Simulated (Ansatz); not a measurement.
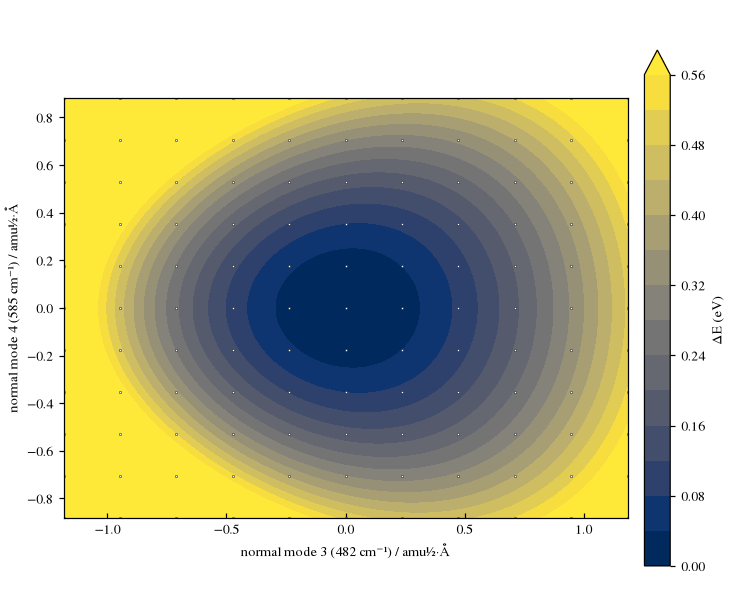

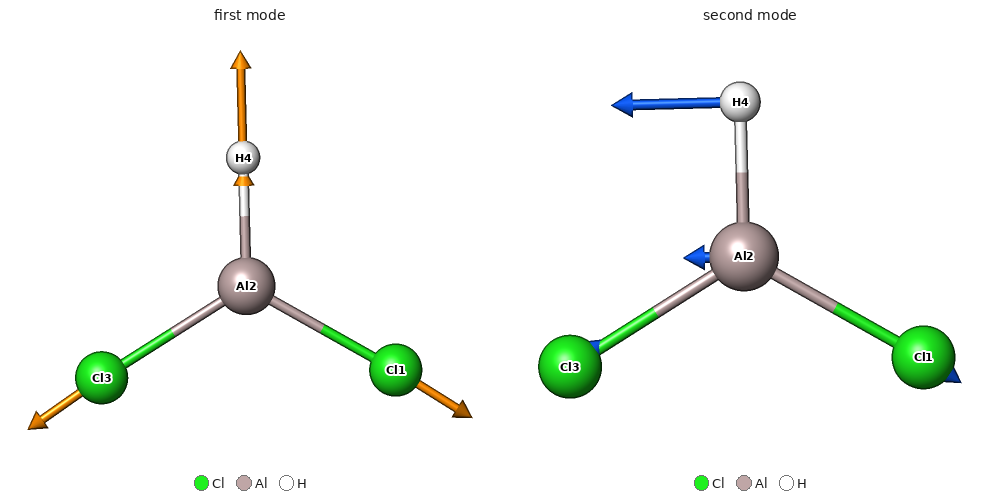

Energy landscape of AlCl2H, SMILES [Cl][AlH][Cl]. The first coordinate is: normal mode 3 (482 cm⁻¹); the second: normal mode 4 (585 cm⁻¹). Nothing is relaxed (straight displacements along the two mass-weighted modes). The grid has 11 × 11 points; 66 points were computed and 55 follow by symmetry. Points are written as (first, second). Energies: eV, counted from the lowest grid point. All numbers below come from Ansatz 0.2.0, RKS PBE0-D4/def2-TZVP.

The picture shows filled contours, dots at the grid points, one colour for all values above the top of the scale. Between grid points the surface is interpolated. The second picture is the structure at the lowest point

> Summarise what can be read from the map.

The lowest grid point is at (0.000 amu½·Å, 0.000 amu½·Å). No other kind of well shows on this grid. The highest grid point, (−1.184 amu½·Å, −0.882 amu½·Å), lies 1.76 eV above the lowest.

The values on the grid:

| normal mode 4 (585 cm⁻¹) ↓, normal mode 3 (482 cm⁻¹) → | −1.184 | −0.947 | −0.711 | −0.474 | −0.237 | 0.000 | 0.237 | 0.474 | 0.711 | 0.947 | 1.184 |
| --- | --- | --- | --- | --- | --- | --- | --- | --- | --- | --- | --- |
| 0.882 | 1.76 | 1.34 | 1.02 | 0.78 | 0.61 | 0.51 | 0.46 | 0.47 | 0.52 | 0.61 | 0.74 |
| 0.706 | 1.39 | 1.02 | 0.73 | 0.53 | 0.39 | 0.32 | 0.30 | 0.33 | 0.40 | 0.51 | 0.64 |
| 0.529 | 1.10 | 0.77 | 0.52 | 0.34 | 0.23 | 0.18 | 0.18 | 0.22 | 0.31 | 0.42 | 0.57 |
| 0.353 | 0.90 | 0.59 | 0.37 | 0.21 | 0.12 | 0.08 | 0.09 | 0.15 | 0.24 | 0.37 | 0.52 |
| 0.176 | 0.78 | 0.49 | 0.28 | 0.13 | 0.05 | 0.02 | 0.04 | 0.10 | 0.20 | 0.33 | 0.49 |
| 0.000 | 0.74 | 0.46 | 0.25 | 0.10 | 0.03 | 0.00 | 0.02 | 0.09 | 0.19 | 0.32 | 0.49 |
| −0.176 | 0.78 | 0.49 | 0.28 | 0.13 | 0.05 | 0.02 | 0.04 | 0.10 | 0.20 | 0.33 | 0.49 |
| −0.353 | 0.90 | 0.59 | 0.37 | 0.21 | 0.12 | 0.08 | 0.09 | 0.15 | 0.24 | 0.37 | 0.52 |
| −0.529 | 1.10 | 0.77 | 0.52 | 0.34 | 0.23 | 0.18 | 0.18 | 0.22 | 0.31 | 0.42 | 0.57 |
| −0.706 | 1.39 | 1.02 | 0.73 | 0.53 | 0.39 | 0.32 | 0.30 | 0.33 | 0.40 | 0.51 | 0.64 |
| −0.882 | 1.76 | 1.34 | 1.02 | 0.78 | 0.61 | 0.51 | 0.46 | 0.47 | 0.52 | 0.61 | 0.74 |

The whole map (66 points run) took 9.1 min on 1 thread of Intel(R) Xeon(R) Processor @ 2.50GHz (Skylake/Cascade Lake) (shared host).
